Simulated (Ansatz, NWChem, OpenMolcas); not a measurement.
**How basis sets differ on SiH4 (silane)**

SiH4: 5 atoms, total charge 0, spin state singlet. SMILES: `[SiH4]`. The shape is that of a PBE0-D4/def2-TZVP optimisation.

Each level gives the HOMO–LUMO gap (eV). The values are calculated.

| level | kind | program | value (eV) |
| --- | --- | --- | --- |
| HF/STO-3G | Hartree–Fock | NWChem | 25.49 |
| UHF/STO-3G | Hartree–Fock | OpenMolcas | 25.49 |
| HF/3-21G | Hartree–Fock | Ansatz | 18.18 |
| HF/def2-SV(P) | Hartree–Fock | Ansatz | 18.09 |
| HF/def2-SVP | Hartree–Fock | Ansatz | 18.06 |
| HF/cc-pVTZ | Hartree–Fock | NWChem | 17.40 |

The values span 17.40 to 25.49 eV. A Hartree–Fock LUMO above zero doesn't converge with the basis: it sinks as sets grow more diffuse. Orbital gaps aren't excitation energies.

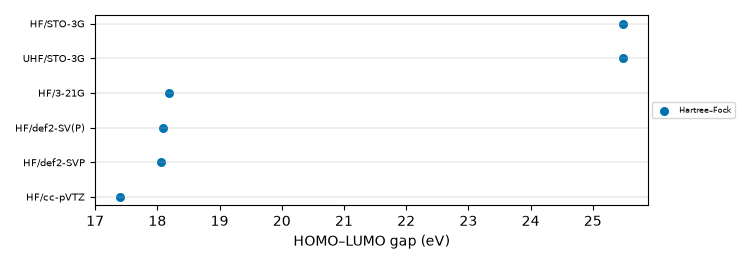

The values of the table, level by level.
